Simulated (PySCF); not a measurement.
# One shape, several levels: GeH3Br (SMILES [GeH3][Br])

Wanted: a comparison of 6 runs (HF/STO-3G, B3LYP/6-31G*, B3LYP/aug-cc-pVDZ, CAM-B3LYP/aug-cc-pVDZ, PBE0/aug-cc-pVDZ, revPBE/aug-cc-pVDZ) of GeH3Br. Input form: a Python script.

The calculation is run with PySCF 2.14.0.

3 further runs of the same task are left out: 3 set aside as unsound or not needed.

## Step 1: Starting point

The species is GeH3Br (5 atoms), meant as a singlet with charge 0. As SMILES, `[GeH3][Br]`. The shape is that of a PBE0-D4/def2-TZVP optimisation.

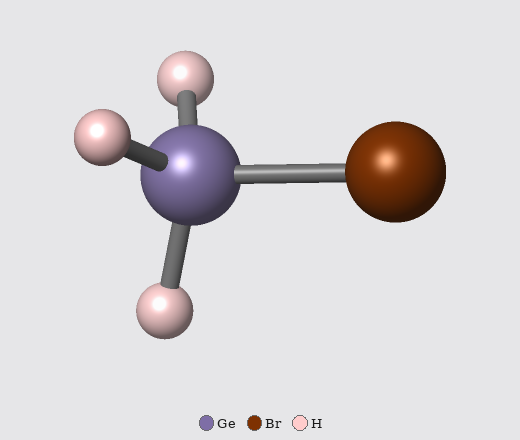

The structure, seen from a chosen angle (germanium purple, bromine brown, hydrogen pink).

## Step 2: The energy at HF/STO-3G (run 1)

input.py

```python
# [GeH3][Br]
from pyscf import gto, scf

molecule = gto.Mole()
molecule.atom = [
    ('Ge', (0.139040, 0.013690, -0.129150)),
    ('Br', (-1.548450, -0.152490, 1.438270)),
    ('H', (0.128210, 1.452190, -0.655100)),
    ('H', (-0.172230, -0.995930, -1.238090)),
    ('H', (1.453450, -0.317450, 0.584070)),
]
molecule.basis = 'sto-3g'
molecule.verbose = 3
molecule.spin = 0
molecule.charge = 0
molecule.max_memory = 1860
molecule.build()

mf = scf.RHF(molecule)
mf.conv_tol = 1e-10
mf.kernel()
if not mf.converged:
    mf = mf.newton().run(mf.mo_coeff, mf.mo_occ)

energy = mf.e_tot
print('E(%s) = %.9f' % ('HF', energy))
```

The run is started by

```console
$ OMP_NUM_THREADS=1 python input.py
```

Standard output:

```text
converged SCF energy = -4598.21720504179
E(HF) = -4598.217205042
```

Run time: 0.66 s. Hardware: 1 thread of Arm Neoverse V2, shared host; peak memory 0.1 GiB.

## Step 3: The energy at B3LYP/6-31G(d) (spherical functions) (run 2)

calc.py

```python
# [GeH3][Br]
from pyscf import gto, dft

mol = gto.M(
    atom='''
Ge     0.139040     0.013690    -0.129150
Br    -1.548450    -0.152490     1.438270
H      0.128210     1.452190    -0.655100
H     -0.172230    -0.995930    -1.238090
H      1.453450    -0.317450     0.584070
''',
    charge=0,
    max_memory=1860,
    verbose=3,
    basis='6-31g*',
)

myscf = dft.RKS(mol)
myscf.xc = 'b3lyp'
myscf.conv_tol = 1e-10
myscf.grids.level = 5
myscf.kernel()
if not myscf.converged:
    myscf = myscf.newton().run(myscf.mo_coeff, myscf.mo_occ)

e_tot = myscf.e_tot
print('Final energy', e_tot)
```

The run is started by

```console
$ OMP_NUM_THREADS=1 python calc.py
```

Standard output:

```text
converged SCF energy = -4652.47019278099
Final energy -4652.470192780993
```

It took 10 s on 1 thread of Arm Neoverse V2, shared host; peak memory 0.38 GiB.

Runs 3 to 5 aren't shown in full; the table further down has their settings and results.

## Step 4: The energy at revPBE/aug-cc-pVDZ (run 6)

input.py

```python
from pyscf import gto, dft

mol = gto.M(
    atom='''
Ge   0.139040   0.013690  -0.129150
Br  -1.548450  -0.152490   1.438270
H    0.128210   1.452190  -0.655100
H   -0.172230  -0.995930  -1.238090
H    1.453450  -0.317450   0.584070
''',
    basis='aug-cc-pvdz',
    verbose=3,
    charge=0,
    spin=0,
    max_memory=1860,
)

ks = dft.RKS(mol, xc='revpbe')
ks.conv_tol = 1e-10
ks.grids.level = 5
ks.kernel()
if not ks.converged:
    ks = ks.newton().run(ks.mo_coeff, ks.mo_occ)

energy = ks.e_tot
print('E(%s) = %.9f' % ('REVPBE', energy))
```

The run is started by

```console
$ OMP_NUM_THREADS=1 python input.py
```

Standard output:

```text
converged SCF energy = -4652.55003656171
E(REVPBE) = -4652.550036562
```

Run time: 15 s. Hardware: 1 thread of Arm Neoverse V2, shared host; peak memory 0.52 GiB.

## Step 5: The series

```
run                               level  integration grid   energy (Eh)  dipole moment (D)  HOMO energy (eV)  LUMO energy (eV)  wall time
  1                           HF/STO-3G                 –  -4598.217205               2.37             -8.23              8.63     0.66 s
  2  B3LYP/6-31G* (spherical functions)                 5  -4652.470193               2.11             -7.86             -0.89       10 s
  3                   B3LYP/aug-cc-pVDZ                 5  -4653.011143               1.93             -8.00             -1.22       16 s
  4               CAM-B3LYP/aug-cc-pVDZ                 5  -4653.176183               2.02             -9.57             -0.19       31 s
  5                    PBE0/aug-cc-pVDZ                 5  -4652.371586               1.96             -8.26             -0.94       16 s
  6                  revPBE/aug-cc-pVDZ                 5  -4652.550037               1.83             -6.96             -1.67       15 s
```

## Step 6: Summary of results

| quantity | value |
| --- | --- |
| run 6: total energy | -4652.55004 Eh |
| run 6: dipole moment | 1.83 D |
| run 6: HOMO energy | -6.96 eV |
| run 6: LUMO energy | -1.67 eV |
| run 6: HOMO–LUMO gap | 5.30 eV |

In words: The dipole moment (its size) runs from 1.83 D (revPBE/aug-cc-pVDZ) to 2.37 D (HF/STO-3G). The two ends differ in method and basis. The HOMO–LUMO gap runs from 5.30 eV (revPBE/aug-cc-pVDZ) to 16.86 eV (HF/STO-3G). Totals of different functionals can't be ranked against each other. In run 1 the basis is minimal, so the values are rough. All runs together took 89 s, the longest 31 s.
